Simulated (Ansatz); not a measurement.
Calculation: PBE (plane waves to 420 eV, PAW; Ansatz, a program for electronic structure).

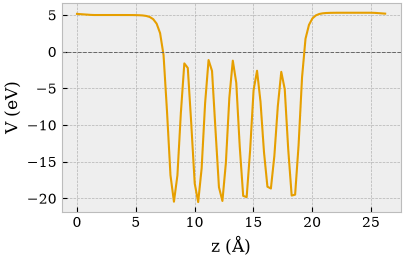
Electrostatic potential energy of an electron, averaged over planes parallel to the surface, in eV from the Fermi level, for a constructed model of the (0001) surface of hcp Co, ferromagnetic, a layer of Ge in place of the second plane (bottom of the slab: a bare face, its two planes held)

Set-up: 6 atoms, 10.0 Å thick at the start with caps and adatoms (thin: gaps and levels are the slab's own); mesh 17x17x1; 0.1 eV smearing; dipole correction on; 2 atoms held, the rest relaxed; symmetry of the start imposed; spin-polarised, ending with about 7.7 μB a cell; orders that need a larger cell were not tried, no spin-orbit, no U. In PBE it lies 0.03 eV a 1x1 cell over the lowest computed structure of the same composition (a layer of Ge in place of the third plane).

The vacuum level lies 5.31 eV above the Fermi level over the top face and 5.00 eV above it under the bottom face.
